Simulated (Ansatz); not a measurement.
Consider PbTe in the rock salt structure (space group Fm-3m, No. 225; a = 6.380 Å). Axes: x, y, z lie along the cube axes.

It is then changed as follows: the cell is stretched by 1.00 % along z with no lateral relaxation, atoms relaxed at fixed cell.

All numbers come from DFT with LDA, PAW potentials and a 420 eV plane-wave cutoff in Ansatz (a program for electronic structure), no SOC.

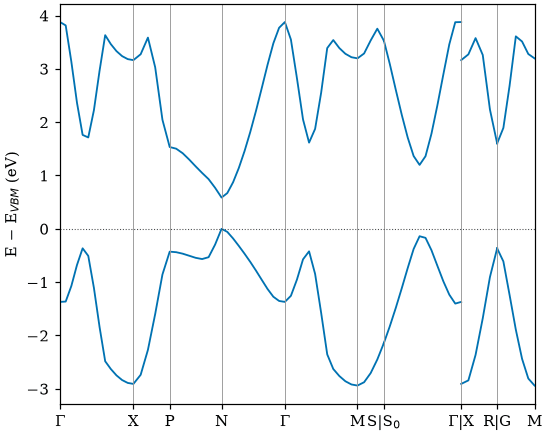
*Highest valence and lowest conduction band along the path of the changed cell's own zone*

**Question.** Read the changed gap and its character from the plot.

**Answer.** About 0.6 eV, direct at N.

Spin-orbit coupling, missing from the scalar runs, can matter with Pb and Te. The cells carry an imposed strain or load. Whether these cells are dynamically stable was not tested. k-point labels follow each cell's own Brillouin zone.
